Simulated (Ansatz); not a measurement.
**Cs2AgBiF6 (Fm-3m): G0W0 under other settings**

A base run on Cs2AgBiF6 (Fm-3m), then changed inputs.

Method: G0W0 on PBE, plane waves, PAW; PAW set soft_1, in Ansatz 0.2.0.

In doubt: one-shot GW on d or f shells is unsure, so the values of those runs are not to be relied on.

## Step 1: Starting point

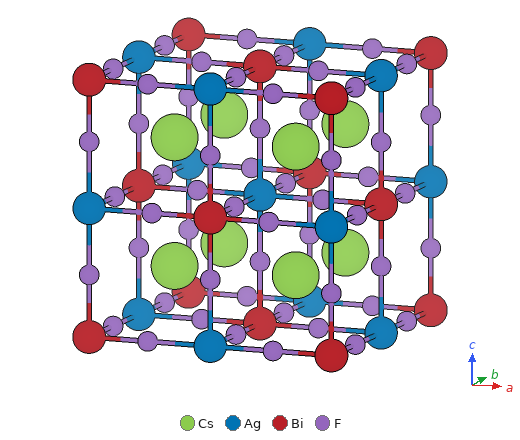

The starting structure, seen slightly off an axis (caesium green, silver blue, bismuth red, fluorine purple). This picture shows the conventional cell, with its axes. Some periodic images of atoms are drawn too.

The cell and positions are those that the Materials Project relaxed with its own functionals (PBE, PBE+U or r2SCAN), kept fixed. Spin-orbit coupling is left out unless a step names it.

## Step 2: The base run: 2×2×2 mesh, 477 empty bands, screening to 102 eV, PAW set soft_1 files

G0W0 replaces the xc potential by the self-energy, built once from these orbitals. Only a window of levels is corrected, while the sums run over the empty bands that the input names. This step takes PAW set soft_1 files.

input.yaml reads:

```yaml
crystal:
  lattice:
    - [0.0, 4.6740694725, 4.6740694725]
    - [4.6740694725, 0.0, 4.6740694725]
    - [4.6740694725, 4.6740694725, 0.0]
  atoms:
    - { symbol: Cs, position: [0.75, 0.75, 0.75] }
    - { symbol: Cs, position: [0.25, 0.25, 0.25] }
    - { symbol: Ag, position: [0.5, 0.5, 0.5] }
    - { symbol: Bi, position: [0.0, 0.0, 0.0] }
    - { symbol: F, position: [0.75872864, 0.24127136, 0.24127136] }
    - { symbol: F, position: [0.24127136, 0.24127136, 0.75872864] }
    - { symbol: F, position: [0.24127136, 0.75872864, 0.75872864] }
    - { symbol: F, position: [0.24127136, 0.75872864, 0.24127136] }
    - { symbol: F, position: [0.75872864, 0.24127136, 0.75872864] }
    - { symbol: F, position: [0.75872864, 0.75872864, 0.24127136] }
kpoints:
  mp_grid: { grid: [2, 2, 2] }
hamiltonian:
  xc: pbe
  pseudopotentials: { kind: paw, azcp: { folder: soft_1 } }
scf:
  occupations: { method: fixed }
gw:
  n_empty_bands: 477
  ecut_chi: 102
  qp_bands: [v3, c3]
  qp_kpoints: band_edges
  screening: { model: contour_deformation }
```

Command:

```sh
$ ansatz run input.yaml --threads 2 --pin off --max-ram 92160MiB --backend cuda --events-out ev --progress --plain --runs-dir out --devices 1 --max-vram 13GiB
```

Numbers of over 12 decimals in the logs are rounded to 6 here.

Log:

```text
GPUs: using 1 of 1 available (devices: 1).
Engine: ansatz 0.2.0, x86_64-unknown-linux-gnu
Pseudopotentials: kind: paw
Pseudopotential: Cs, paw, valence charge 9, recommended cutoff 420 eV (normal), soft_1/Cs.paw.azcp
Pseudopotential: Ag, paw, valence charge 19, recommended cutoff 420 eV (normal), soft_1/Ag.paw.azcp
Pseudopotential: Bi, paw, valence charge 15, recommended cutoff 420 eV (normal), soft_1/Bi.paw.azcp
Pseudopotential: F, paw, valence charge 7, recommended cutoff 420 eV (normal), soft_1/F.paw.azcp
Functional definition: PBE
  parameter kappa = 0.804
  parameter beta = 0.066725
  exchange = pbe_x(kappa = kappa, mu = beta*pi^2/3)
  correlation = pbe_c(beta = beta)
device memory: the entry about to start is reckoned to put 2.7 GiB on a device that reports 46.0 GiB free (of which the cap on the GPU budget leaves the run 13.0 GiB)
GPU FFT provider: cuFFT
GPU libraries: cuBLAS 13.8.2, cuFFT 12.4.0, cuSOLVER 12.3.4
Crystal: 10 atoms, lattice volume = 204.228 Å³
Basis set: ecut = 420 eV, 4015 PW (Γ)
Bands: 57, of which v1, the nominal top of the filled ones, is band 47 counted from 1 (46 counted from 0)
Symmetry: 48 space group operations
Space group: Fm-3m (ITA 225), of the structure as read, at distance tolerance 5.9e-5 Å
k-points: 3 of 8
Non-local potential: Cs, projectors of the file, l = 0: 3, l = 1: 2, l = 2: 2, l = 3: 2
Non-local potential: Ag, projectors of the file, l = 0: 3, l = 1: 2, l = 2: 2, l = 3: 1
Non-local potential: Bi, projectors of the file, l = 0: 2, l = 1: 2, l = 2: 2, l = 3: 1
Non-local potential: F, projectors of the file, l = 0: 2, l = 1: 2, l = 2: 1
PAW form: soft (Blöchl's): semilocal exchange-correlation on the pseudo side does not see the compensation charge
PAW one-centre angular grid: Cs, 194 points (default); XC on 64 Gauss nodes
PAW one-centre angular grid: Ag, 590 points (default); XC on 64 Gauss nodes
PAW one-centre angular grid: Bi, 590 points (default); XC on 64 Gauss nodes
PAW one-centre angular grid: F, 110 points (default); XC on 64 Gauss nodes
Initial density: superposition of atomic densities (chi_scale 0.1, normalization cell, long waves kept (reshape's long-wave potential 0.01 eV rms))
Initial wavefunctions: pseudopotential atomic-orbital guess
GPU buffer pool allocated for 91125 grid points (all kernels)
GPU transforms: local potential and band sums: pruned to the plane-wave sphere, on 45×45×45
Functional: x = pbe(κ = 0.804, μ = 0.219515), c = pbe(β = 0.066725)
SCF iter   1: F=—  HF=-36200.805166 eV  |F-HF|=—  |Δ(HF+E_count)|=         —  Δρ=1.58e-1  dr2=4.63e1  ethr=3.10e-3  ⟨swp⟩=5.0  Hψ=563  notcnv=0  defer=15
preconditioner: auto → Resta (q_TF=auto, 2.397 Å⁻¹)  ε∞=4.2  [insulator: Δε(μ)=1.099 eV  Ē_g=12.241 eV  n_scr=58 (ndim 8)  ℏωp=22.0 eV  f_vac=0.019  ε∞_Penn≈4.2]
[...]
NSCF: frozen V_eff on 1 k-points
device memory: the entry about to start is reckoned to put 1.2 GiB on a device that reports 57.5 GiB free (of which the cap on the GPU budget leaves the run 13.0 GiB)
NSCF: frozen V_eff on 1 k-points
SCF converged after 10 iterations
Free energy (F): -36188.046889 eV
Harris-Foulkes:  -36188.046889 eV  (|F-HF|=1.37e-8)
Internal energy: -36188.046889 eV  (E = F + TS)
E sigma→0 (E₀):  -36188.046889 eV
Fermi energy:    6.050298 eV
--- Per-component energies (eV) ---
  E_band       = -769.078642
  E_kinetic    = 2195.459029
  E_local      = -9609.264019  (includes V_loc(G=0)·N_el)
  E_nonlocal   = 1013.156642
  E_hartree    = 4038.892679
  E_xc         = -1135.264903
  E_vxc        = -1203.712087  (∫ρ·V_xc dr)
  E_paw        = -25966.996222  (= ΣΔE_a)
  E_vpaw       = -1242.511967  (= ΣTr[D̂ρ^β])
  E_aug_tail   = 0.004666  (compensation charges beyond the density's cutoff)
  E_ewald      = -6724.034761
  E_smearing   = -0.000000  (= −TS)
  E_closure    = -0.000000  (closes the sum)
  Σ components = -36188.046889   (vs F -36188.046889, Δ=0.00e0)
--- Band table (eV) ---
  k-point 0: bands = [... 43 lower, 4.6044, 4.6044, 5.4587, 5.4587, 9.5001, 9.5001, 9.5001, 9.8407, ... 6 higher]
  k-point 1: bands = [... 43 lower, 4.6263, 4.6263, 5.1625, 5.1625, 8.7402, 10.4038, 10.4038, 11.7990, ... 6 higher]
  k-point 2: bands = [... 43 lower, 4.6706, 4.6706, 5.4617, 6.0503, 9.8981, 10.1601, 10.3532, 10.3532, ... 6 higher]
--- G₀W₀: contour deformation, 6 samples at zero and on the imaginary axis and 1 off it, 8 q-points, 477 empty bands' worth ---
  eigenvalues of the whole cell's RPA ε∞ on this k-mesh (on a slab, of 1 + 4πα/V) = 2.9035, 2.9035, 2.9035; static W/v taken at q = 0 is 0.344412
  bands read: the sum over 524 bands ends inside a degenerate multiplet in 1 slot, whose members it reads at an even weight; the widest, k=0: bands 523 to 525 (counted from 1) at 2/3 each
  gw.qp_kpoints: band_edges: 3 of 3 stored k-points solved, in 1 pass; an edge of the gap read off the rows below is read off those points alone
    ik  band        ε_KS         Σx   Σc(E_QP)       V_xc       Z   E_QP_lin       E_QP  E_QP is
     0    45      4.6044   -34.8079     5.2875   -27.9742  0.7450     2.9826     3.0582  root
     0    46      5.4587   -35.9276     5.3022   -29.2365  0.7508     4.0182     4.0698  root
     0    47      5.4587   -35.9276     5.3022   -29.2365  0.7508     4.0182     4.0698  root
     0    48      9.5001    -9.0250    -3.2942   -13.2837  0.8278    10.4773    10.4647  root
     0    49      9.5001    -9.0250    -3.2942   -13.2837  0.8278    10.4773    10.4647  root
     0    50      9.5001    -9.0250    -3.2942   -13.2837  0.8278    10.4773    10.4647  root
     1    45      4.6263   -34.8563     5.2989   -28.0189  0.7451     3.0136     3.0878  root
     1    46      5.1625   -35.1831     5.2267   -28.5298  0.7462     3.6717     3.7360  root
[...]
2    47      6.0503   -34.2243     4.5967   -28.4960  0.7647     4.8935     4.9187  root
     2    48      9.8981   -10.8781    -3.0591   -15.0062  0.8186    10.9838    10.9671  root
     2    49     10.1601    -9.4291    -3.8894   -14.3822  0.8067    11.2467    11.2239  root
     2    50     10.3532   -11.7310    -3.2975   -16.2207  0.8091    11.5708    11.5453  root
```

It took 11 s on 1 × NVIDIA H100 80GB HBM3 (shared by 6 runs) with 2 threads of AMD EPYC 7R13 (Zen 3), shared host; peak memory 1.4 GiB; 9.2 s of CPU time.

The column dr2 measures how far the density is from self-consistency, as an energy; F and HF (Harris–Foulkes) agree once it is small.

Numbers from this step:

```yaml
bands_summed: 524
rpa_eps_infinity_on_this_mesh_eigenvalues: 2.903, 2.903, 2.903
plane_waves_in_the_screening_matrix: 531
q_points_in_the_mesh: 8
g0w0_gap_on_the_mesh: 4.754 eV
k_of_the_valence_top: 0, -0.5, -0.5
k_of_the_conduction_bottom: 0, 0, -0.5
starting_gap_on_the_mesh: 2.690 eV
z_at_the_valence_top: 0.7647
z_at_the_conduction_bottom: 0.8269
least_direct_g0w0_gap_on_the_computed_points: 5.936 eV
```

The gap on the mesh goes from 2.69 eV to 4.75 eV, a correction of +2.06 eV. Between the two edge states, bare exchange in place of the xc potential would open the gap by 10.27 eV, and correlation takes back 8.21 eV.

## Step 3: Variant: low screening cutoff

input.yaml: that of step 2 with these lines changed.

```diff
@@ -24,4 +24,4 @@
 gw:
-  n_empty_bands: 477
-  ecut_chi: 102
+  n_empty_bands: 609
+  ecut_chi: 55
   qp_bands: [v3, c3]
```

Log:

```text
GPUs: using 1 of 1 available (devices: 1).
[...]
GPU FFT provider: cuFFT
GPU libraries: cuBLAS 13.8.2, cuFFT 12.4.0, cuSOLVER 12.3.4
Crystal: 10 atoms, lattice volume = 204.228 Å³
Basis set: ecut = 420 eV, 4015 PW (Γ)
Bands: 57, of which v1, the nominal top of the filled ones, is band 47 counted from 1 (46 counted from 0)
[... 1 set-up line as in the run before ...]
[...]
k-points: 3 of 8
[...]
GPU buffer pool allocated for 91125 grid points (all kernels)
[...]
SCF iter   1: F=—  HF=-36200.805166 eV  |F-HF|=—  |Δ(HF+E_count)|=         —  Δρ=1.58e-1  dr2=4.63e1  ethr=3.10e-3  ⟨swp⟩=5.0  Hψ=563  notcnv=0  defer=15
[...]
SCF iter  10: F=-36188.046889 eV  HF=-36188.046889 eV  |F-HF|=1.37e-8  |Δ(HF+E_count)|=   1.41e-7  Δρ=2.00e-6  dr2=1.12e-8  ethr=1.06e-10  ⟨swp⟩=11.3  Hψ=711  notcnv=0
SCF 1 converged in 10 iterations: F = -36188.046889 eV  dr2 = 1.12e-8
[...]
NSCF: frozen V_eff on 3 k-points
[...]
G₀W₀ screening: q 1/3
[... further progress lines ...]
[...]
SCF converged after 10 iterations
Free energy (F): -36188.046889 eV
[...]
Internal energy: -36188.046889 eV  (E = F + TS)
E sigma→0 (E₀):  -36188.046889 eV
Fermi energy:    6.050298 eV
[...]
--- Band table (eV) ---
  k-point 0: bands = [... 43 lower, 4.6044, 4.6044, 5.4587, 5.4587, 9.5001, 9.5001, 9.5001, 9.8407, ... 6 higher]
  k-point 1: bands = [... 43 lower, 4.6263, 4.6263, 5.1625, 5.1625, 8.7402, 10.4038, 10.4038, 11.7990, ... 6 higher]
  k-point 2: bands = [... 43 lower, 4.6706, 4.6706, 5.4617, 6.0503, 9.8981, 10.1601, 10.3532, 10.3532, ... 6 higher]
[...]
0    45      4.6044   -34.8079     5.2138   -27.9742  0.7516     2.9021     2.9845  root
     0    46      5.4587   -35.9276     5.1870   -29.2365  0.7585     3.8935     3.9546  root
     0    47      5.4587   -35.9276     5.1870   -29.2365  0.7585     3.8935     3.9546  root
     0    48      9.5001    -9.0250    -3.3508   -13.2837  0.8308    10.4192    10.4081  root
     0    49      9.5001    -9.0250    -3.3508   -13.2837  0.8308    10.4192    10.4081  root
     0    50      9.5001    -9.0250    -3.3508   -13.2837  0.8308    10.4192    10.4081  root
     1    45      4.6263   -34.8563     5.2227   -28.0189  0.7517     2.9304     3.0115  root
     1    46      5.1625   -35.1831     5.1321   -28.5298  0.7533     3.5679     3.6413  root
[...]
2    47      6.0503   -34.2243     4.4570   -28.4960  0.7734     4.7465     4.7789  root
     2    48      9.8981   -10.8781    -3.1539   -15.0062  0.8228    10.8860    10.8723  root
     2    49     10.1601    -9.4291    -3.9740   -14.3822  0.8104    11.1580    11.1393  root
     2    50     10.3532   -11.7310    -3.3499   -16.2207  0.8137    11.5162    11.4930  root
```

The job ended after 10 s (1 × NVIDIA H100 80GB HBM3 (shared by 6 runs) with 2 threads; peak memory 1.3 GiB).

Against the base:

| setting | base | variant |
| --- | --- | --- |
| empty bands | 477 | 609 |
| screening cutoff (eV) | 102 | 55 |

| quantity | variant | base |
| --- | --- | --- |
| starting gap on the mesh | 2.690 | 2.690 |
| G0W0 gap on the mesh | 4.829 | 4.754 |
| least direct G0W0 gap on the computed points | 5.967 | 5.936 |
| Z at the valence top | 0.773 | 0.765 |
| Z at the conduction bottom | 0.830 | 0.827 |

## Step 4: What came out

```json
{
 "base": "4.75 eV, 11 s",
 "low screening cutoff": "4.83 eV, 10 s"
}
```

What this shows: Low screening cutoff: the gap moves by +0.08 eV; such settings are too crude to quote. The variant differs from the base in empty bands and screening cutoff together, so the change can't be laid to one of them. All runs here use a coarse mesh and modest cutoffs; they test settings and are not final values. The 2×2×2 mesh is coarse for this cell (its supercell is 13 Å along the shortest edge). The RPA ε∞ on it, from the PBE start, is 2.90; such meshes misread the long-range screening, most where the gap is narrow. Where an edge is built on 6p states of lead, bismuth or thallium, scalar-relativistic gaps usually stand too wide, by a few tenths to over one eV. A d shell, filled or nearly so, lies near the gap. One-shot GW converges very slowly in bands there, not always from below, and on a semilocal start the gap tends to come out low; starts rich in exact exchange can overshoot instead. The many-body steps are scalar-relativistic: spin-orbit coupling is not in them.

[Paths, hosts, dates, memory and timing lines, banners, echoed tables and standing remarks are left out of the program output.]

[Logs are printed without paths, hosts, clocks, repeated set-up lines and the standing remarks that a program may print on its own settings, such as how far it seeks lower states.]

[Runs of the session that timed out or met a known fault of the program may be left out.]

[Cells called generated may have been cut or substituted from an entry of the Crystallography Open Database or the Materials Project.]

[Hosts, paths, dates, database ids (printed as entryN), source tags and the programs' standing remarks are cut or masked in the printed files.]
